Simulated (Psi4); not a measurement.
# r2SCAN/cc-pVTZ (sweep point 7) run of C2F2 (SMILES FC#CF)

Aim: the vertical ionisation energy of C2F2 at r2SCAN/cc-pVTZ (sweep point 7), from 2 runs. Input form: a Python script.

The results are computed with Psi4 1.11.

4 further runs of the same task are left out: 4 set aside as unsound or not needed.

## (1) Starting point

C2F2: 4 atoms, total charge 0, spin state singlet. As SMILES, `FC#CF`. The coordinates come from a PBE0-D4/def2-TZVP relaxation.

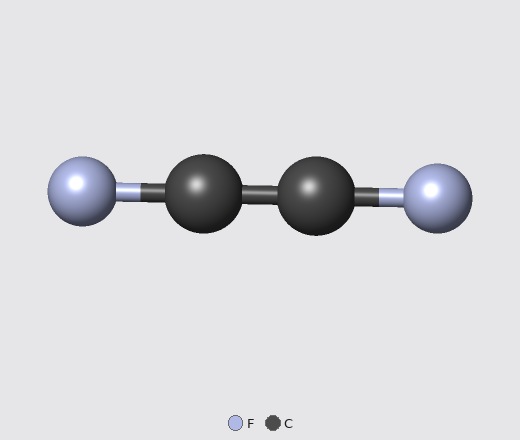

The structure, seen from a chosen angle (fluorine light blue, carbon dark grey).

## (2) The energy at r2SCAN/cc-pVTZ (sweep point 7)

Contents of calc.py:

```python
import psi4

psi4.set_memory('1600 MB')
psi4.set_num_threads(1)
psi4.set_output_file('c2f2.out', False)

geom = psi4.geometry("""
0 1
F     -0.25775864     0.24188494     3.50128456
C     -0.06368377     0.05706973     1.10208828
C      0.11602918    -0.11413946    -1.12136348
F      0.31010406    -0.29895467    -3.52055977
units au
symmetry c1
""")

options = {'basis': 'cc-pVTZ', 'puream': True, 'scf_type': 'pk', 'dft_radial_points': 150, 'dft_spherical_points': 974}
psi4.set_options(options)

E = psi4.energy('r2scan')
print('E =', round(E, 9))
```

Command:

```bash
python calc.py
```

c2f2.out:

```text
[...]
  Running in c1 symmetry.
[...]
  Nuclear repulsion =   95.510997052494545
[...]
  Multiplicity = 1
[...]
  Nalpha       = 15
  Nbeta        = 15
[...]
    Number of basis functions: 120
[...]
   @RKS iter   1:  -275.56479121029446   -5.45082e-02   5.05790e-03 DIIS/ADIIS
[...]
   @RKS iter   7:  -275.72503347097660   -8.74074e-08   4.86128e-07 DIIS
[...]
    Orbital Energies [Eh]
    ---------------------
    Doubly Occupied:
       1A    -24.571927     2A    -24.571927     3A    -10.133748
       4A    -10.131133     5A     -1.262068     6A     -1.260825
       7A     -0.753680     8A     -0.611587     9A     -0.580105
      10A     -0.490888    11A     -0.490888    12A     -0.468756
      13A     -0.468756    14A     -0.256706    15A     -0.256706
[...]
  @RKS Final Energy:  -275.72503347097660
   => Energetics <=
    Nuclear Repulsion Energy =             95.5109970524945453
    One-Electron Energy =                -569.4020549585425215
    Two-Electron Energy =                 229.7578886761767478
    DFT Exchange-Correlation Energy =     -31.5918642411053412
    Empirical Dispersion Energy =           0.0000000000000000
    VV10 Nonlocal Energy =                  0.0000000000000000
    Total Energy =                       -275.7250334709765980
[...]
 Multipole Moments:
 ------------------------------------------------------------------------------------
     Multipole            Electronic (a.u.)      Nuclear  (a.u.)        Total (a.u.)
 ------------------------------------------------------------------------------------
 L = 1.  Multiply by 2.5417464519 to convert [e a0] to [Debye]
 Dipole X            :          0.0000000           -0.0000000            0.0000000
 Dipole Y            :          0.0000000           -0.0000000            0.0000000
 Dipole Z            :         -0.0000001            0.0000000           -0.0000001
 Magnitude           :                                                    0.0000001
[...]
```

On the terminal:

```text
E = -275.725033471
```

It took 48 s on 1 thread of Intel Xeon Platinum 8375C at 2.90GHz (Ice Lake), shared host; peak memory 0.79 GiB.

## (3) The doublet cation, same level

Contents of job.py:

```python
import psi4

psi4.set_memory('1600 MB')
psi4.set_num_threads(1)
psi4.set_output_file('output.dat', False)

mol = psi4.geometry("""
1 2
F     -0.25775864     0.24188494     3.50128456
C     -0.06368377     0.05706973     1.10208828
C      0.11602918    -0.11413946    -1.12136348
F      0.31010406    -0.29895467    -3.52055977
units bohr
symmetry c1
""")

psi4.set_options({
    'basis': 'cc-pVTZ',
    'reference': 'uks',
    'puream': True,
    'scf_type': 'pk',
    'dft_radial_points': 150,
    'dft_spherical_points': 974,
    'maxiter': 150,
})

result, w = psi4.energy('r2scan', return_wfn=True)
print(f'total energy {result:.8f} hartree = {result * 27.211386:.5f} eV')
```

Command:

```bash
python job.py
```

output.dat:

```text
[...]
  Running in c1 symmetry.
[...]
  Nuclear repulsion =   95.510997052494545
[...]
  Multiplicity = 2
[...]
  Nalpha       = 15
  Nbeta        = 14
[...]
    Number of basis functions: 120
[...]
   @UKS iter   1:  -275.21844271461293    2.91840e-01   4.12352e-03 DIIS/ADIIS
[...]
   @UKS iter   8:  -275.32460600703740   -1.44010e-07   7.36442e-07 DIIS
[...]
   @S^2 Observed:                7.527878884E-01
[...]
    Orbital Energies [Eh]
    ---------------------
    Alpha Occupied:
       1A    -24.896626     2A    -24.896625     3A    -10.513175
       4A    -10.510546     5A     -1.572379     6A     -1.570713
       7A     -1.134106     8A     -0.915611     9A     -0.890110
      10A     -0.817089    11A     -0.795130    12A     -0.779786
      13A     -0.764649    14A     -0.622487    15A     -0.587431
    Alpha Virtual:
      16A     -0.316931    17A     -0.294210    18A     -0.259910
      19A     -0.223199    20A      0.029195    21A      0.032687
      22A      0.043481    23A      0.069493    24A      0.142789
      25A      0.151961    26A      0.188725    27A      0.234596
[...]
  @UKS Final Energy:  -275.32460600703740
   => Energetics <=
    Nuclear Repulsion Energy =             95.5109970524945453
    One-Electron Energy =                -559.7293627315941649
    Two-Electron Energy =                 220.0937835638890760
    DFT Exchange-Correlation Energy =     -31.2000238918268700
    Empirical Dispersion Energy =           0.0000000000000000
    VV10 Nonlocal Energy =                  0.0000000000000000
    Total Energy =                       -275.3246060070374028
[...]
 Multipole Moments:
 ------------------------------------------------------------------------------------
     Multipole            Electronic (a.u.)      Nuclear  (a.u.)        Total (a.u.)
 ------------------------------------------------------------------------------------
 L = 1.  Multiply by 2.5417464519 to convert [e a0] to [Debye]
 Dipole X            :          0.0000000           -0.0000000           -0.0000000
 Dipole Y            :         -0.0000000           -0.0000000           -0.0000000
 Dipole Z            :         -0.0000001            0.0000000           -0.0000001
 Magnitude           :                                                    0.0000001
[...]
```

The script printed:

```text
total energy -275.32460601 hartree = -7491.96413 eV
```

Wall time 77 s (1 thread of Intel Xeon Platinum 8375C at 2.90GHz (Ice Lake), shared host); peak memory 0.79 GiB.

## (4) What came out

At r2SCAN/cc-pVTZ (sweep point 7):

| quantity | value |
| --- | --- |
| singlet C2F2: total energy | -275.72503 Eh |
| singlet C2F2: dipole moment | 0.00 D |
| singlet C2F2: HOMO energy | -6.99 eV |
| singlet C2F2: LUMO energy | 0.15 eV |
| singlet C2F2: HOMO–LUMO gap | 7.13 eV |
| doublet cation: total energy | -275.32461 Eh |
| doublet cation: HOMO energy (highest over α and β) | -15.74 eV |
| doublet cation: LUMO energy (lowest over α and β) | -14.71 eV |
| doublet cation: ⟨S²⟩ | 0.753 |
| vertical ionisation energy (to the doublet cation) | 10.896 eV |

What this shows: Removing an electron at fixed nuclei costs 10.90 eV (1051 kJ/mol). −ε(HOMO) before ionisation, 6.99 eV, is 3.91 eV below this ionisation energy.
